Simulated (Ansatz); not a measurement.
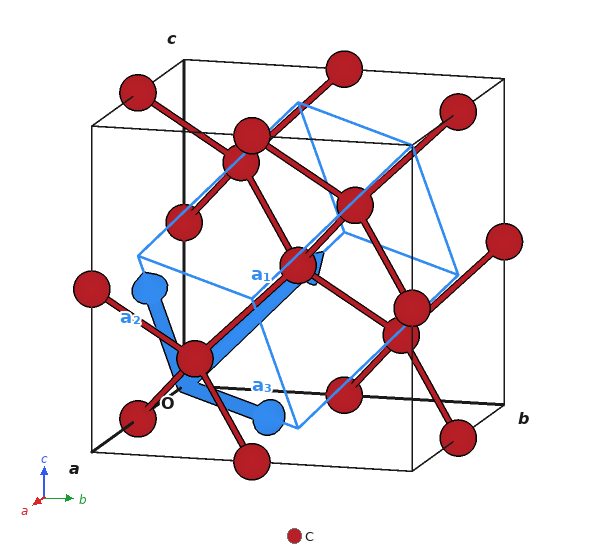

The conventional cell (thin) and a primitive cell (coloured, vectors a₁, a₂, a₃). Crystal: C, the geometry relaxed with DFT, PBE, plane waves, PAW in Ansatz 0.2.0; the starting structure was generated, so it need not be a known form of this composition. Symmetry computed with spglib at a tolerance of 0.002 Å; standard conventional cell.

a = 3.572 Å, b = 3.572 Å, c = 3.572 Å, α = 90.00°, β = 90.00°, γ = 90.00°.

What is the centring, and how are the primitive vectors built?

Answer. F, face-centred cubic, with lattice points at (0, 0, 0), (1/2, 1/2, 0), (1/2, 0, 1/2), (0, 1/2, 1/2). a₁ = 1/2 b + 1/2 c; a₂ = 1/2 a + 1/2 c; a₃ = 1/2 a + 1/2 b.

Give the primitive cell's size and content.

Answer. Edges 2.525, 2.525, 2.525 Å; angles 60.00°, 60.00°, 60.00°; volume 11.39 Å³, 1/4 of the conventional cell; 2 of its 8 atoms.
